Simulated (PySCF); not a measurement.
```xyz
21

O    -3.1617    0.4030    1.8831
C    -2.5195   -0.1394    0.7528
C    -1.0181    0.0493    0.7953
C    -0.4174    1.3411    0.2750
C    -0.2435    0.0730   -0.4672
C    -0.4065   -0.3910   -1.8631
C     0.8568   -0.6897   -1.0887
S     2.3769    0.1533   -1.5801
Si    3.5103   -0.0669    0.2222
H    -2.9245    1.3349    1.9530
H    -2.7694   -1.2038    0.7617
H    -2.9189    0.3040   -0.1711
H    -0.5529   -0.3959    1.6682
H    -1.0829    2.0842   -0.1429
H     0.4332    1.7634    0.7903
H    -1.0774   -1.2113   -2.0755
H    -0.3384    0.3417   -2.6539
H     1.0404   -1.7093   -0.7748
H     3.5451   -1.4889    0.5466
H     4.8069    0.4803   -0.1277
H     2.8527    0.6706    1.2961
```

Geometry: GFN2-xTB.

These are results of PBE0/pcSseg-1, SCF density, gas phase, non-relativistic (PySCF), not measurements.

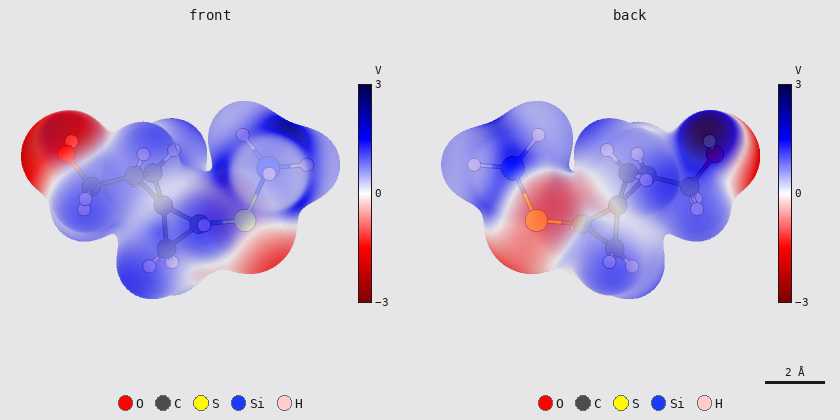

C6H12OSSi. The molecular electrostatic potential painted on the density surface at 0.004 e/bohr³, seen from the front and from behind; the colour scale runs from red (negative) to blue (positive).

**Which sites attract a positive test charge, and which a negative one?**

A positive charge is drawn to the negative regions and a negative charge to the positive ones. The most negative region (about −1.9 V, or −44 kcal/mol for a unit charge) lies over O1, the most positive (about +2.7 V, or +62 kcal/mol for a unit charge) over H10. O1 is the likeliest acceptor of a hydrogen bond.
